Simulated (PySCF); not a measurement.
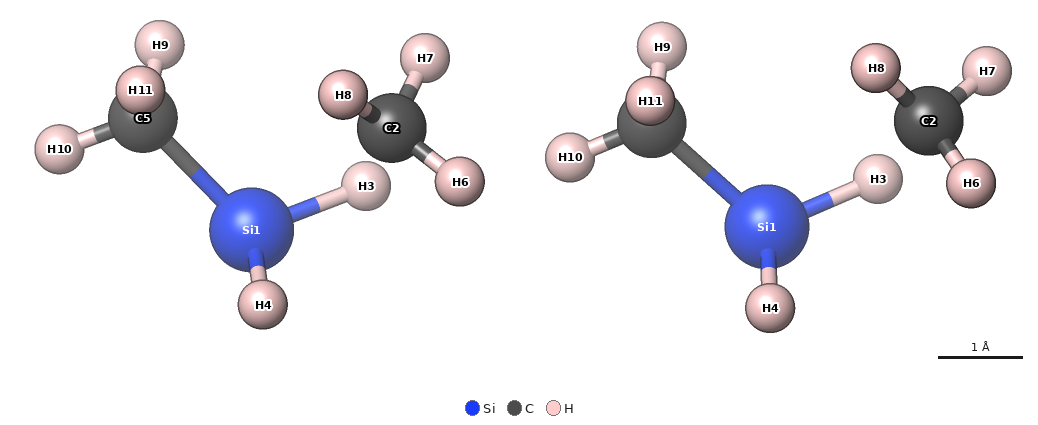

Two geometries of C2H8Si (coarse preliminary run), drawn at one scale. One is the start of a relaxation, the other its converged end. A ball-and-stick model, seen face on.

All numbers below come from PySCF 2.14.0, RKS PBE0-D4/def2-SVP, partitioned rational-function steps on a Bofill-updated Hessian. 

Which one is relaxed?

The left one is the relaxed one. The reaction that was planned forms C2–H3 and breaks Si1–C2, Si1–H3 (atoms numbered from 1 in input order). The largest move after the best rigid fit is that of H7, 0.54 Å. By element the largest moves are H 0.54 Å, C 0.23 Å, Si 0.08 Å. Among the contacts that change: Si1–C2 2.499 → 2.247 Å, C2–H3 1.580 → 1.494 Å, Si1–H3 1.486 → 1.526 Å, Si1–H4 1.463 → 1.499 Å. Among the angles between lasting bonds that change: H3–Si1–H4 113.9° → 110.3°, H4–Si1–C5 107.3° → 110.2°. After 19 geometry steps the energy has fallen by 25.2 kJ/mol.
